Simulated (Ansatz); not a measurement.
# The perfect Cu wire along [110], 9 atoms a period, part 2 of 2

What gap, if any, does the Cu wire along [110], 9 atoms a period have, and how many channels would it open?

Ansatz 0.2.0; DFT PBE, plane waves, PAW; relaxation of a wire's period; PAW set soft_1 (the session's first sound run).

So far: Set-up; Relaxing the period.

**2. Relaxing the period (continued)**

The steps of the relaxation:

| step | energy less that of the first step (eV) | largest force component (eV/Å) | pressure (GPa) | volume (Å³) |
| --- | --- | --- | --- | --- |
| 1 | 0.0000 | 0.6180 | -1.82 | 430.69 |
| 2 | -0.1788 | 0.3372 | -0.93 | 424.06 |
| 3 | -0.2470 | 0.0938 | 0.25 | 415.32 |
| 4 | -0.2458 | 0.0701 | -0.02 | 415.46 |
| 5 | -0.2505 | 0.0026 | -0.01 | 416.63 |
| 6* | -0.2470 | 0.0026 | -0.01 | 416.63 |

Relaxation steps marked * repeat the geometry before them on a plane-wave basis chosen anew for their cell, so energy and pressure can jump there. Relaxation step 4 was tried and not accepted.

The run keeps the 8 symmetry operations that it works with, so distortions that break them were not tested.

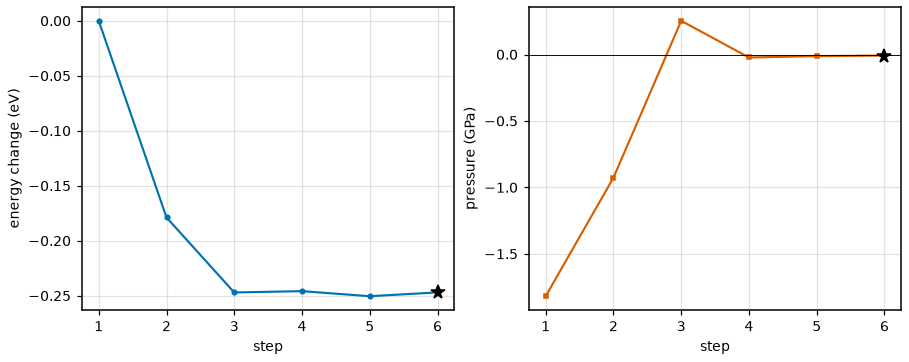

Energy and pressure along the relaxation. Stars mark steps on a basis chosen anew.

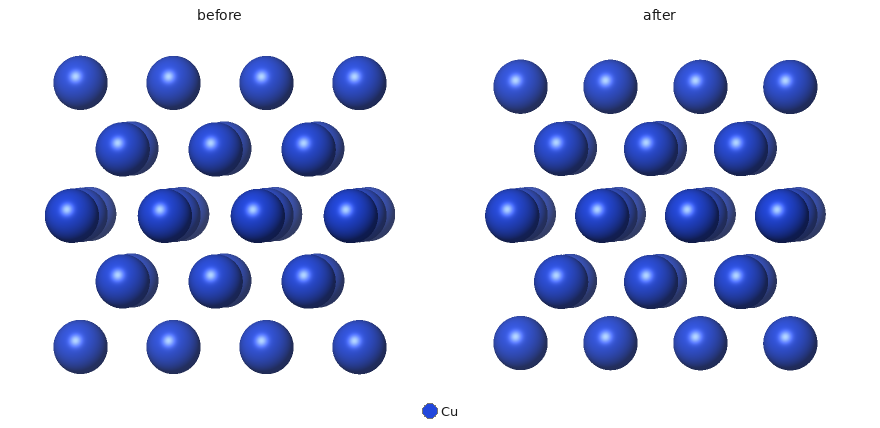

The structure before and after the relaxation, drawn at the same scale.

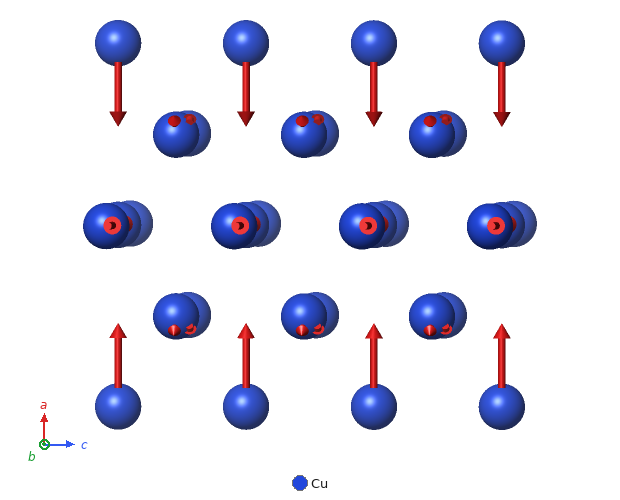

Displacements in the relaxation, exaggerated, measured against the changing cell; the longest in the cell stands for 0.11 Å. 1×1×3 cells are drawn. Some periodic images of atoms are drawn too.

| cell as run | before | after | change |
| --- | --- | --- | --- |
| c (Å) | 2.567 | 2.483 | -3.3 % |

The atoms that moved most (Å, along periodic axes as changes of fractional coordinates times the final cell, across vacuum about the mean position):

| atom | dx | dy | dz | length |
| --- | --- | --- | --- | --- |
| Cu4 | -0.106 | 0.000 | 0.000 | 0.106 |
| Cu1 | 0.106 | 0.000 | 0.000 | 0.106 |
| Cu9 | 0.000 | -0.102 | 0.000 | 0.102 |
| Cu2 | 0.000 | 0.102 | 0.000 | 0.102 |
| Cu7 | 0.013 | -0.018 | 0.000 | 0.022 |
| Cu5 | -0.013 | -0.018 | 0.000 | 0.022 |
| Cu8 | 0.013 | 0.018 | 0.000 | 0.022 |
| Cu6 | -0.013 | 0.018 | 0.000 | 0.022 |

This step gave:

```
energy at zero smearing    : -59621.0762 eV
cell length along the wire : 2.483 Å
```

The cell's length comes to 2.483 Å with spin left out.

**3. The perfect wire**

This step: DFT PBE, plane waves, PAW; bands of a perfect wire; PAW set soft_1 (Ansatz 0.2.0).

At the relaxed period the bands are computed along the axis; those that cross an energy going forward count the channels that a perfect wire would open there.

input.yaml reads:

```yaml
crystal:
  lattice:
    - [14.06, 0.0, 0.0]
    - [0.0, 11.934, 0.0]
    - [0.0, 0.0, 2.4830205342]
  atoms:
    - { symbol: Cu, position: [0.249348886, 0.499983041, 0.0] }
    - { symbol: Cu, position: [0.5, 0.293454083, 0.0] }
    - { symbol: Cu, position: [0.5, 0.499983041, 0.0] }
    - { symbol: Cu, position: [0.750651114, 0.499983041, 0.0] }
    - { symbol: Cu, position: [0.369981284, 0.390927523, 0.5] }
    - { symbol: Cu, position: [0.369981284, 0.60903856, 0.5] }
    - { symbol: Cu, position: [0.630018716, 0.390927523, 0.5] }
    - { symbol: Cu, position: [0.630018716, 0.60903856, 0.5] }
    - { symbol: Cu, position: [0.5, 0.706512, 0.0] }
kpoints:
  mp_grid: { grid: [1, 1, 33] }
  band_path: { path: ["Γ", Z], npoints: 90 }
scf:
  occupations: { method: fermi_dirac, width: 0.05 }
hamiltonian:
  xc: pbe
  pseudopotentials: { kind: paw, azcp: { folder: soft_1 } }
output:
  dos: { e_range: [-5, 4] }
  write_potential: true
  write_density: true
  volumetric_format: npy
```

On the command line:

```
ansatz run input.yaml --threads 4 --pin off --max-ram 16384MiB --backend cpu --events-out ev --progress --plain --runs-dir out
```

Numbers of over 12 decimals in the logs are rounded to 6 here.

Log:

```text
[...]
Crystal: 9 atoms, lattice volume = 416.631 Å³
Basis set: ecut = 420 eV, 8117 PW (Γ)
Bands: 103, of which v1, the nominal top of the filled ones, is band 86 counted from 1 (85 counted from 0)
Symmetry: 8 space group operations
[...]
k-points: 17 of 33
[...]
SCF iter   1: F=—  HF=-59627.234507 eV  |F-HF|=—  |Δ(HF+E_count)|=         —  Δρ=1.14e-1  dr2=3.36e1  ethr=3.10e-3  ⟨swp⟩=7.6  Hψ=7732  notcnv=0  defer=20
[...]
SCF iter  13: F=-59621.093531 eV  HF=-59621.093531 eV  |F-HF|=1.04e-7  |Δ(HF+E_count)|=   8.51e-8  Δρ=6.31e-6  dr2=9.87e-8  ethr=5.85e-11  ⟨swp⟩=11.9  Hψ=6552  notcnv=0
SCF 1 converged in 13 iterations: F = -59621.093531 eV  dr2 = 9.87e-8
[...]
NSCF: frozen V_eff on 91 k-points
WARN: The output density's exchange-correlation potential varies sharply where the density is thin. Do not read a vacuum level from v_tot or v_xc, or from such a field of the output density. On a cell that repeats whose density bears no net charge and no dipole along the vacuum's axis use v_es (v_loc + v_h of the components); under efield.dipole_correction with no amplitude use v_es + v_field, which holds any externa [...]
SCF converged after 13 iterations
Free energy (F): -59621.093531 eV
[...]
Internal energy: -59621.073206 eV  (E = F + TS)
E sigma→0 (E₀):  -59621.083368 eV
Entropy (-TS):   -0.020325 eV (-2.258 meV/atom)
Fermi energy:    0.848196 eV
[...]
--- Band table (eV; the first three rows and the last of 17) ---
  k-point 0: bands = [... 82 lower, -0.5008, -0.4533, -0.4338, -0.4149, 0.1097, 0.1531, 1.0153, 1.4651, ... 13 higher]
  k-point 1: bands = [... 82 lower, -0.5070, -0.4501, -0.4461, -0.3890, 0.1373, 0.1944, 1.0614, 1.5161, ... 13 higher]
  k-point 2: bands = [... 82 lower, -0.5221, -0.5206, -0.4777, -0.2571, 0.2156, 0.3032, 1.1891, 1.6608, ... 13 higher]
  k-point 16: bands = [... 82 lower, 1.4936, 1.5511, 2.2630, 2.2631, 2.4055, 2.9241, 3.9777, 4.4288, ... 13 higher]
```

The job ended after 60 s (4 threads of Arm Neoverse V1, shared host; peak memory 2.2 GiB).

In the SCF lines HF is the Harris–Foulkes energy and dr2 the Hartree energy of the density residual, in eV; the loop may stop once dr2 is under the threshold and the program's other checks hold. Hψ counts applications of the Hamiltonian.

Numbers from this step:

```
energy at zero smearing : -59621.0834 eV
band gap                : 0 eV
```

Electronic bands along the path, in eV, zero at the Fermi level:

```csv
point,band 82,band 83,band 84,band 85,band 86,band 87,band 88,band 89
Γ,-1.36,-1.35,-1.30,-1.28,-1.26,-0.74,-0.70,0.17
Z,0.31,0.52,0.75,1.43,1.45,1.71,1.78,3.17
```

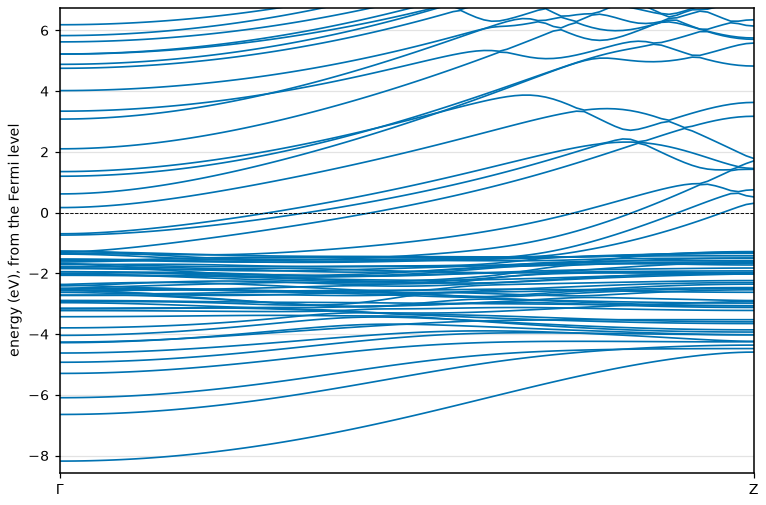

Electronic bands along the path.

Between Γ and Z the bands cross the Fermi level 7 times, so a perfect wire would conduct at least 7 G₀, with spin left out.

**4. Outcome**

```yaml
cell_length_pbe: 2.483 Å
ballistic_conductance_by_band_crossings_a_lower_bound_pbe: 7 G₀
```

Under PBE the cell's length is 2.48 Å, and the bands cross the Fermi level 7 times between Γ and Z, which gives a perfect wire at least 7 G₀ (opposite crossings within one step of the path cancel in such a count).

[Logs are printed without paths, hosts, clocks, repeated set-up lines and the standing remarks that a program may print on its own settings, such as how far it seeks lower states.]

[Hosts, paths, dates, database ids (printed as entryN), source tags and the programs' standing remarks are cut or masked in the printed files.]
